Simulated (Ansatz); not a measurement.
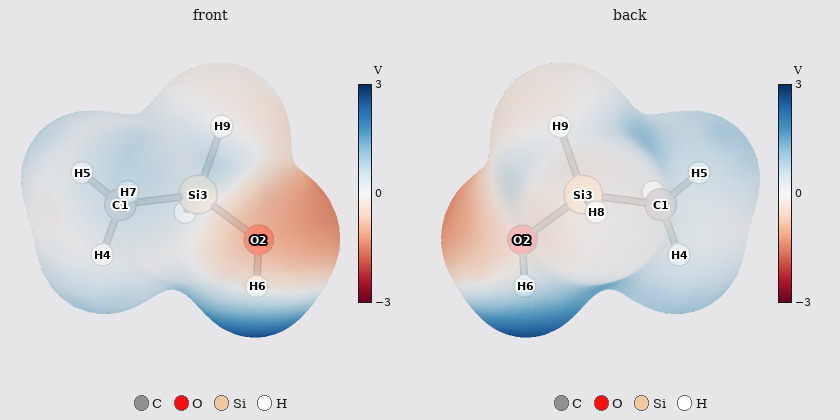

*CH6OSi. The molecular electrostatic potential painted on the density surface at 0.002 e/bohr³, seen from the front and from behind; the colour scale runs from red (negative) to blue (positive).*

Geometry: B3LYP-D4/def2-TZVP.

The calculation used isolated molecule in a Gaussian basis; Kohn-Sham density functional theory, functional PBE0 (Ansatz 0.2.0).

Input

```
crystal:
  periodic: [false, false, false]
  atoms:
    - {symbol: C, position_ang: [0.738919, -0.543387, -0.662427]}
    - {symbol: O, position_ang: [-1.328932, 0.899372, 0.836021]}
    - {symbol: Si, position_ang: [-0.749456, -0.607386, 0.465455]}
    - {symbol: H, position_ang: [0.489753, -0.100052, -1.629553]}
    - {symbol: H, position_ang: [1.118616, -1.551710, -0.848548]}
    - {symbol: H, position_ang: [-1.759645, 1.408985, 0.146092]}
    - {symbol: H, position_ang: [1.544021, 0.044573, -0.217038]}
    - {symbol: H, position_ang: [-1.809717, -1.426656, -0.180439]}
    - {symbol: H, position_ang: [-0.389158, -1.208561, 1.767707]}
basis:
  gaussian:
    orbitals: def2-TZVPD
hamiltonian:
  xc: pbe0
output:
  forces: true
  orbitals: {seedname: orbitals}
```

Run with:

```sh
ansatz run input.yaml --threads 2 --pin off --max-ram 4350MiB --events-out events.jsonl --progress --plain --runs-dir runs
```

**Describe the electrostatic potential map.**

The most negative region (about −1.4 V) lies over O2, the most positive (about +2.6 V) over H6. O2 is the likeliest acceptor of a hydrogen bond.

**What dipole moment does the calculation give?**

Its dipole moment is 1.64 D.
